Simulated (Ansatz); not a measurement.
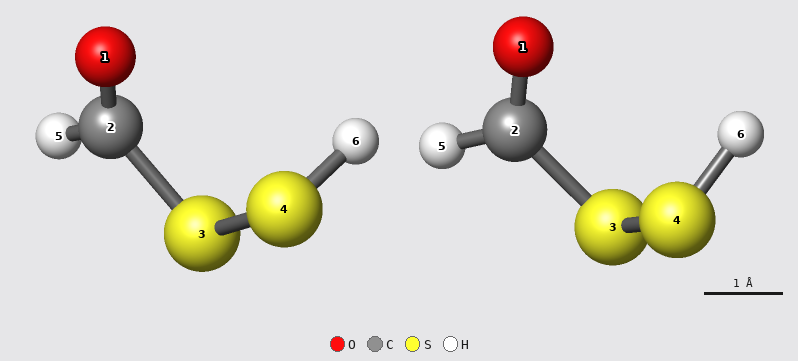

Two geometries of CH$_{2}$OS$_{2}$ (coarse preliminary run), drawn at one scale. One is the start of a relaxation, the other its converged end. A ball-and-stick model, seen at a tilt.

These are results of RKS PBE-D4/def2-SVP (Ansatz), not measurements. (force threshold 0.03 eV/Å; at most 200 steps)

### Which one is relaxed?

The left one is the relaxed one. The start comes from a force field. The largest move after the best rigid fit is that of H5, 0.39 Å. By element the largest moves are H 0.39 Å, O 0.35 Å, S 0.24 Å, C 0.08 Å. Among the contacts that change: S3–S4 2.006 → 2.085 Å, O1–C2 1.230 → 1.204 Å, C2–S3 1.787 → 1.811 Å, S4–H6 1.390 → 1.368 Å. Among the angles between lasting bonds that change: S3–C2–H5 114.8° → 107.8°, O1–C2–H5 119.1° → 125.0°, S3–S4–H6 98.9° → 96.9°. Groups turn about C2–S3 by about 30°. Over 7 accepted moves (8 points after the start) the energy falls by 0.287 eV. The largest force component goes from 2.1 to 0.016 eV/Å. The line search rejected the trial step at point 1 of the run.
